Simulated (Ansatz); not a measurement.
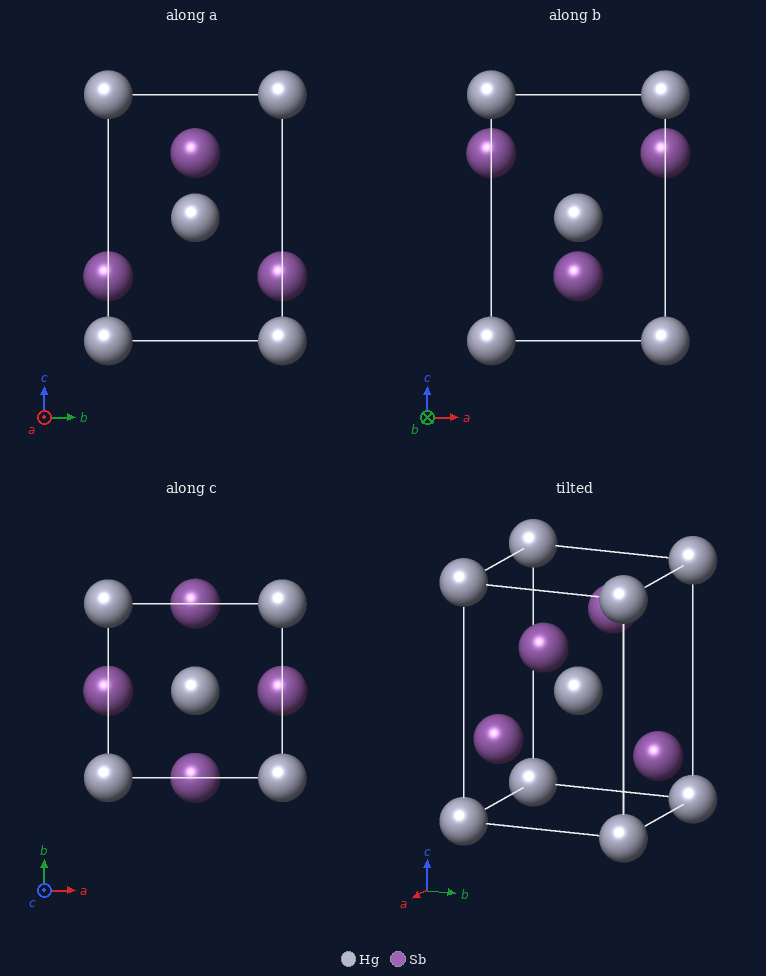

Shown here is a spheres-only view of the crystal, taken along the a axis, along the b axis, along the c axis and slightly off an axis. The frame is the conventional unit cell; atoms at its boundary are shown with their periodic copies.

Lattice parameters: a = 4.528 Å, b = 4.528 Å, c = 6.403 Å, α = 90.00°, β = 90.00°, γ = 90.00°.

Set out the cell and atoms as a table of Wyckoff sites, with free fractional coordinates to two decimals.

Answer. Space group Imm2 (No. 44).
| atom | site | x | y | z |
| --- | --- | --- | --- | --- |
| Hg | 2a | 0.00 | 0.00 | 0.00 |
| Sb | 2b | 0.50 | 0.00 | 0.26 |

It goes back to a structure type filled with these elements by a generator (whether the compound takes this form wasn't checked). The cell was then strained or its atoms displaced on purpose. It was the input of a calculation with Ansatz.
